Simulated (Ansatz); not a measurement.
# Si2NH5F (SMILES N[Si](F)[SiH3]) at UHF/def2-SVP

Aim: the energy change on altering one bond length of Si2NH5F at UHF/def2-SVP, from 2 runs. 

The calculation is run with Ansatz 0.2.0.

65 further runs of the same task are left out: 65 set aside as unsound or not needed.

## Step 1: The molecule

Si2NH5F has 9 atoms, charge 0, and is taken as a doublet. SMILES: `N[Si](F)[SiH3]`. Geometry: relaxed at PBE0-D4/def2-TZVP. This is one conformer, not always the lowest.

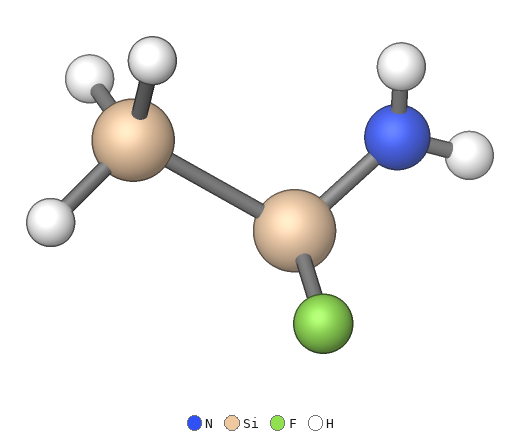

Viewed from a chosen angle; nitrogen blue, silicon light orange, fluorine green, hydrogen white.

## Step 2: The energy at UHF/def2-SVP

run.yaml

```yaml
crystal:
  periodic: [false, false, false]
  atoms:
    - {symbol: N, position_ang: [-0.977000, 1.372900, -0.683600]}
    - {symbol: Si, position_ang: [-0.847900, -0.322400, -0.578100]}
    - {symbol: F, position_ang: [-0.495500, -1.010700, -1.997200]}
    - {symbol: Si, position_ang: [0.823900, -0.883000, 0.969100]}
    - {symbol: H, position_ang: [-1.742300, 1.833700, -1.147400]}
    - {symbol: H, position_ang: [-0.198200, 1.993200, -0.528800]}
    - {symbol: H, position_ang: [1.132000, -2.331800, 0.856500]}
    - {symbol: H, position_ang: [2.078500, -0.103500, 0.756900]}
    - {symbol: H, position_ang: [0.315000, -0.594800, 2.335600]}
basis:
  gaussian: {orbitals: def2-SVP}
hamiltonian: {xc: hf}
accuracy: high
output: {orbitals: {seedname: orbitals}}
magnetization: {spin_polarized: true, initial_magnetization: 1}
```

Started as:

```sh
$ ansatz run run.yaml --threads 1 --pin off --max-ram 3480MiB --events-out events.jsonl --progress --plain --runs-dir runs
```

The log of the run:

```text
Warning: RAYON_NUM_THREADS=1 ignored (pool sized by the plan → 1); use --threads N
Functional definition: HF
  name "HF"
  exchange = exact_x
  correlation = 0
1921 factors; integrals over basis functions are off by at most 3.4e-9 eV
mean field evaluation 1: about -19980.4399 eV, gradient 2.6e1 eV
mean field evaluation 2: about -19980.5236 eV, gradient 2.6e1 eV
mean field evaluation 4: about -19983.8964 eV, gradient 2.5e0 eV
mean field evaluation 8: about -19983.9916 eV, gradient 3.6e-1 eV
mean field evaluation 16: about -19983.9947 eV, gradient 1.1e-6 eV
mean field -19983.99471107 eV, -734.3982599938 hartree, gradient 3.7e-8 eV, S^2 0.755695; 0 other end points of the search recorded, 0 dependent functions left out
reference -19983.99471107 eV, -734.3982599938 hartree; 25, 24 occupied and 64, 65 virtual orbitals, 1921 factors
Total energy: -19983.99471107 eV, -734.3982599938 hartree
```

It took 3.3 s on 1 thread of Arm Neoverse V2, shared host; peak memory 0.32 GiB.

## Step 3: The distorted shape at the same level

molecule.yaml

```yaml
basis:
  gaussian: {orbitals: def2-SVP}
crystal:
  periodic: [false, false, false]
  atoms:
    - symbol: N
      position_ang: [-2.983180, 2.045627, -2.540259]
    - symbol: Si
      position_ang: [-2.854080, 0.350327, -2.434759]
    - symbol: F
      position_ang: [-2.501680, -0.337973, -3.853859]
    - symbol: Si
      position_ang: [0.823900, -0.883000, 0.969100]
    - symbol: H
      position_ang: [-3.748480, 2.506427, -3.004059]
    - symbol: H
      position_ang: [-2.204380, 2.665927, -2.385459]
    - symbol: H
      position_ang: [1.132000, -2.331800, 0.856500]
    - symbol: H
      position_ang: [2.078500, -0.103500, 0.756900]
    - symbol: H
      position_ang: [0.315000, -0.594800, 2.335600]
magnetization: {spin_polarized: true, initial_magnetization: 1}
hamiltonian: {xc: hf}
accuracy: high
output: {orbitals: {seedname: orbitals}}
```

Started as:

```sh
$ ansatz run molecule.yaml --threads 1 --pin off --max-ram 3480MiB --events-out events.jsonl --progress --plain --runs-dir runs
```

The log of the run:

```text
Warning: RAYON_NUM_THREADS=1 ignored (pool sized by the plan → 1); use --threads N
Functional definition: HF
  name "HF"
  exchange = exact_x
  correlation = 0
1799 factors; integrals over basis functions are off by at most 8.8e-8 eV
mean field evaluation 1: about -19978.7773 eV, gradient 2.7e1 eV
mean field evaluation 2: about -19978.8475 eV, gradient 2.7e1 eV
mean field evaluation 4: about -19982.1257 eV, gradient 2.1e0 eV
mean field evaluation 8: about -19982.1890 eV, gradient 3.0e-1 eV
mean field evaluation 16: about -19982.1902 eV, gradient 1.9e-2 eV
mean field evaluation 32: about -19979.3653 eV, gradient 1.1e1 eV
mean field evaluation 64: about -19982.2092 eV, gradient 7.6e-1 eV
mean field evaluation 96: about -19982.1901 eV, gradient 1.7e-4 eV
mean field -19982.25128789 eV, -734.3341903734 hartree, gradient 2.5e-8 eV, S^2 1.038157; 4 other end points of the search recorded, 0 dependent functions left out
reference -19982.25128789 eV, -734.3341903734 hartree; 25, 24 occupied and 64, 65 virtual orbitals, 1799 factors
Total energy: -19982.25128789 eV, -734.3341903734 hartree
```

It took 8.7 s on 1 thread of Arm Neoverse V2, shared host; peak memory 0.29 GiB.

## Step 4: Outcome

Level: UHF/def2-SVP.

| quantity | value |
| --- | --- |
| first shape: total energy | -734.39826 Eh |
| first shape: HOMO energy (highest over α and β) | -8.67 eV |
| first shape: LUMO energy (lowest over α and β) | 1.62 eV |
| first shape: ⟨S²⟩ | 0.756 |
| distorted shape: total energy | -734.33419 Eh |
| distorted shape: HOMO energy (highest over α and β) | -9.28 eV |
| distorted shape: LUMO energy (lowest over α and β) | 1.13 eV |
| distorted shape: ⟨S²⟩ | 1.038 |
| energy change with the Si2–Si4 bond stretched from 2.346 to 5.161 Å | 1.743 eV |

With the Si2–Si4 bond stretched from 2.346 to 5.161 Å the energy rises by 1.74 eV (168 kJ/mol). The first shape isn't relaxed at this level, so the change isn't measured from a minimum. ⟨S²⟩ (distorted shape) is 1.04 where a pure doublet has 0.75: the reference is spin-contaminated.
